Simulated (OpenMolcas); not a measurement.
# One shape, several levels: C2H4GaN (SMILES N=C=[CH][GaH2])

We compute a comparison of 6 runs (HF/3-21G, B2PLYP/def2-SVP, BHLYP/def2-SVP, SVWN5/def2-SVP, revPBE/def2-SVP, CCSD(T)/def2-SVP) of C2H4GaN. 

The results are computed with OpenMolcas 26.06.

1 further run of the same task is left out (set aside as unsound or not needed).

## Step 1: Starting point

The species is C2H4GaN (8 atoms), meant as a singlet with charge 0. SMILES: `N=C=[CH][GaH2]`. The coordinates come from a PBE0-D4/def2-TZVP relaxation.

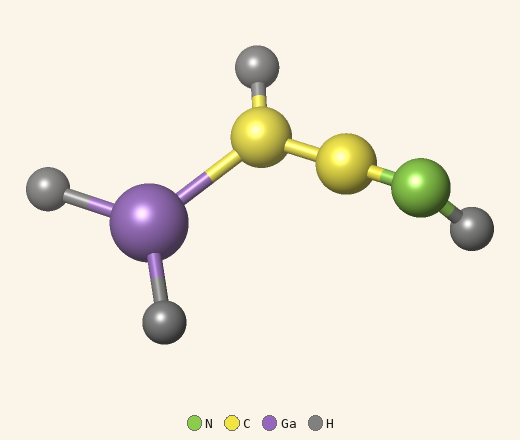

Viewed from a chosen angle; nitrogen green, carbon yellow, gallium purple, hydrogen grey.

## Step 2: Energy and gradient at HF/3-21G (run 1)

calc.input reads:

```
&GATEWAY
  BasLib
  $CurrDir
  Coord
  8
  angstrom
  N        0.336900       2.061700      -0.854600
  C        0.365600       1.114900      -0.096000
  C        0.472300       0.025700       0.622800
  Ga      -0.381300      -1.593600       0.007200
  H       -0.411400       2.740600      -0.770200
  H        1.040500       0.073900       1.545200
  H       -0.231900      -2.886400       0.876300
  H       -1.190600      -1.536800      -1.330700
  Basis
  3-21G
  Group
  NoSym

&SEWARD

&SCF
  Thresholds
  1e-10 1e-07 1e-07 1e-05
  PrOrbitals
  1 1

&ALASKA
```

The basis set 3-21G is read from a file made from the Basis Set Exchange's data (not shown).

Launch:

```bash
$ export MOLCAS_MEM=1860
$ pymolcas calc.input > calc.log
```

Output:

```text
--- Start Module: gateway ---
[...]
--- Stop Module: gateway /rc=_RC_ALL_IS_WELL_ ---
[...]
      Basis functions           57
[...]
--- Start Module: scf ---
[...]
       Convergence after  14 Iterations
[...]
::    Total SCF energy                              -2045.5556733508
[...]
      Total spin, S                                     0.0000000000
[...]
      Total electronic charge=   54.000000
      Total            charge=   -0.000000
[...]
      Dipole Moment (debye):
      Origin of the operator (angstrom)=   -0.1109   -0.6210   -0.0435
                   X= -1.2428E+00               Y=  7.2382E-01               Z=  1.1802E+00           Total=  1.8605E+00
      Quadrupole Moment (debye*angstrom):
[...]
--- Stop Module: scf /rc=_RC_ALL_IS_WELL_ ---
[...]
--- Start Module: alaska ---
[...]
 *              Molecular gradients               *
 **************************************************
  Irreducible representation: a
 ------------------------------------------------------------------------------------------
                              X                       Y                       Z
 ------------------------------------------------------------------------------------------
  N1                1.04815753927303E-02    6.44640992192436E-03   -1.62994160168317E-02
  C2               -1.27454848733454E-02    3.16202743771821E-03    5.54893823187719E-03
  C3                4.34666025571495E-03   -6.52992026810750E-03    2.00905039348598E-03
  GA4              -5.32144247750566E-03   -5.99565084531761E-03   -5.12982987531174E-03
  H5               -3.69770593069374E-03   -1.97737542514620E-03    5.00753641200447E-03
  H6                3.86121266558659E-03   -1.66308192813824E-04    6.64892344434254E-03
  H7                2.62389003972463E-04    4.08709124547624E-03   -1.48884819013517E-03
  H8                2.81279596355777E-03    9.73726126257513E-04    3.70364560057368E-03
[...]
--- Stop Module: alaska /rc=_RC_ALL_IS_WELL_ ---
[...]
```

Wall time 4.8 s (1 thread of Intel Xeon Platinum 8259CL at 2.50GHz (Skylake/Cascade Lake), shared host); peak memory 0.39 GiB.

## Step 3: A single-point energy at B2PLYP/def2-SVP (run 2)

test.input reads:

```
&GATEWAY
BasLib = $CurrDir
Coord
8
angstrom
N        0.336900       2.061700      -0.854600
C        0.365600       1.114900      -0.096000
C        0.472300       0.025700       0.622800
Ga      -0.381300      -1.593600       0.007200
H       -0.411400       2.740600      -0.770200
H        1.040500       0.073900       1.545200
H       -0.231900      -2.886400       0.876300
H       -1.190600      -1.536800      -1.330700
Basis = def2-SVP
Group = NoSym
&SEWARD
GridInput
Grid=UltraFine
End of Grid
&SCF
KSDFT = B2PLYP_SCF
Thresholds = 1e-10 1e-07 1e-07 1e-05
PrOrbitals = 1 1
&MBPT2
Frozen = 12
```

The basis set def2-SVP is read from a file made from the Basis Set Exchange's data (not shown).

Launch:

```bash
$ export MOLCAS_MEM=1860
$ pymolcas test.input > test.log
```

Output:

```text
--- Start Module: gateway ---
[...]
--- Stop Module: gateway /rc=_RC_ALL_IS_WELL_ ---
[...]
      Basis functions           94
[...]
--- Start Module: scf ---
[...]
       Convergence after  15 Iterations
[...]
::    Total KS-DFT energy                           -2057.0939558433
[...]
      Total spin, S                                     0.0000000000
[...]
      Total electronic charge=   54.000000
      Total            charge=   -0.000000
[...]
      Dipole Moment (debye):
      Origin of the operator (angstrom)=   -0.1109   -0.6210   -0.0435
                   X= -9.3965E-01               Y=  8.4927E-01               Z=  9.4581E-01           Total=  1.5807E+00
      Quadrupole Moment (debye*angstrom):
[...]
--- Stop Module: scf /rc=_RC_ALL_IS_WELL_ ---
[...]
--- Start Module: mbpt2 ---
[...]
 ###    WARNING: MP2 implementation intended for RHF references only         ###
 ###############################################################################
MBPT2 WARNING: Reference function according to RunFile:KS-DFT
I'll assume you know what you're doing and continue
WARNING!
Default frozen orbitals as non valence orbitals is overwritten by user input.
Default values:  17
[...]
       Reference weight ( Cref**2 )         =        0.74542
::    Total MBPT2 energy                            -2057.8817901944
[...]
      Total MBPT2 calculations                           0.46      0.53
--- Stop Module: mbpt2 /rc=_RC_ALL_IS_WELL_ ---
[...]
```

Run time: 32 s. Hardware: 1 thread of Intel Xeon Platinum 8259CL at 2.50GHz (Skylake/Cascade Lake), shared host; peak memory 0.52 GiB.

Runs 3 to 5 aren't shown in full; the table further down has their settings and results.

## Step 4: The energy at CCSD(T)/def2-SVP (run 6)

run.input reads:

```
* C2H4GaN CCSD(T)

&GATEWAY
 BASLIB
 $CurrDir
 BASISSET
 N.def2-SVP....
 N1 0.336900 2.061700 -0.854600 angstrom
 End of Basis
 BASISSET
 C.def2-SVP....
 C2 0.365600 1.114900 -0.096000 angstrom
 C3 0.472300 0.025700 0.622800 angstrom
 End of Basis
 BASISSET
 Ga.def2-SVP....
 Ga4 -0.381300 -1.593600 0.007200 angstrom
 End of Basis
 BASISSET
 H.def2-SVP....
 H5 -0.411400 2.740600 -0.770200 angstrom
 H6 1.040500 0.073900 1.545200 angstrom
 H7 -0.231900 -2.886400 0.876300 angstrom
 H8 -1.190600 -1.536800 -1.330700 angstrom
 End of Basis

&SEWARD

&SCF
 THRESHOLDS
 1e-10 1e-07 1e-07 1e-05
 PRORBITALS
 0

&RASSCF
 FILEORB
 $Project.ScfOrb
 SPIN
 1
 NACTEL
 0 0 0
 INACTIVE
 27
 RAS2
 0
 OUTORBITALS
 Canonical
 ORBLISTING
 Few

&MOTRA
 JOBIPH
 FROZEN
 12

&CCSDT
 CCT
 TRIPLES
 2
 ITERATIONS
 80
 ACCURACY
 1e-08
 EXTRAPOLATION
 5 4
```

The basis set def2-SVP is read from a file made from the Basis Set Exchange's data (not shown).

Launch:

```bash
$ export MOLCAS_MEM=1860
$ pymolcas run.input > run.log
```

Output:

```text
--- Start Module: gateway ---
[...]
--- Stop Module: gateway /rc=_RC_ALL_IS_WELL_ ---
[...]
      Basis functions           94
[...]
       Convergence after  16 Iterations
[...]
::    Total SCF energy                              -2055.3565281134
[...]
      Total spin, S                                     0.0000000000
[...]
      Number of active orbitals                  0
[...]
      Spin quantum number                      0.0
[...]
      Active orbitals                            0
[...]
      Number of CSFs                             1
[...]
      Number of root(s) required                 1
[...]
      Convergence after  4 iterations
[...]
      Natural orbitals and occupation numbers for root  1
      ************************************************************************************************************************
      *                                                    Final results                                                     *
      ************************************************************************************************************************
[...]
::    RASSCF root number  1 Total energy:  -2055.35652811
[...]
      Total electronic charge=   54.000000
      Total            charge=   -0.000000
[...]
      Dipole Moment (debye):
      Origin of the operator (angstrom)=   -0.1109   -0.6210   -0.0435
                   X= -1.0453E+00               Y=  6.6786E-01               Z=  1.0733E+00           Total=  1.6403E+00
      Quadrupole Moment (debye*angstrom):
[...]
--- Start Module: motra ---
[...]
      *** WARNING: Default frozen orbitals is overwritten by user input.
      *** Default values:  17
[...]
--- Stop Module: motra /rc=_RC_ALL_IS_WELL_ ---
[...]
--- Start Module: ccsdt ---
[...]
      Convergence after                    16  Iterations
      Total energy (diff) :   -2056.00590467      -0.00000001
[...]
 METHOD                       : CCSD+T(CCSD)+<T3(1)WT1> = CCSD(T)
[...]
       CCSD     =     -2056.0059046746542
[...]
--- Stop Module: ccsdt /rc=_RC_ALL_IS_WELL_ ---
[...]
```

It took 2.4 min on 1 thread of Intel Xeon Platinum 8259CL at 2.50GHz (Skylake/Cascade Lake), shared host; peak memory 0.52 GiB.

## Step 5: Overview of the runs

```
run             level      task  frozen core orbitals   energy (Eh)  dipole moment (D) of the reference  HOMO energy (eV)  LUMO energy (eV)  wall time
  1          HF/3-21G  gradient                     –  -2045.555673                                1.86             -9.33              1.34      4.8 s
  2   B2PLYP/def2-SVP    energy                    12  -2057.306671                                1.58             -7.92             -0.40       32 s
  3    BHLYP/def2-SVP  gradient                     –  -2057.707194                                1.57             -8.00             -0.67       51 s
  4    SVWN5/def2-SVP  gradient                     –  -2053.630470                                1.67             -6.03             -2.40       38 s
  5   revPBE/def2-SVP  gradient                     –  -2057.648576                                1.59             -5.83             -2.08       50 s
  6  CCSD(T)/def2-SVP    energy                    12  -2056.032050                                1.64             -9.61              1.38    2.4 min
```

## Step 6: Outcome

```
                                           quantity           value
                                run 6: total energy  -2056.03205 Eh
          run 6: dipole moment (mean-field density)          1.64 D
         run 6: HOMO energy (Hartree–Fock orbitals)        -9.61 eV
         run 6: LUMO energy (Hartree–Fock orbitals)         1.38 eV
       run 6: HOMO–LUMO gap (Hartree–Fock orbitals)        10.99 eV
run 6: correlation energy (12 core orbitals frozen)      -675.5 mEh
                              run 6: (T) correction      -26.15 mEh
```

**Reading.** Over runs 1, 2, 3, 4, 5 the dipole moment (its size) runs from 1.57 D (BHLYP/def2-SVP) to 1.86 D (HF/3-21G). The two ends differ in method and basis. Over runs 1, 2, 3, 4, 5 the HOMO–LUMO gap runs from 3.63 eV (SVWN5/def2-SVP) to 10.67 eV (HF/3-21G). For B2PLYP the log adds the whole second-order term; the table takes 0.27 of it, as the functional is defined. Totals of different functionals can't be ranked against each other. All runs together took 5.3 min, the longest 2.4 min.
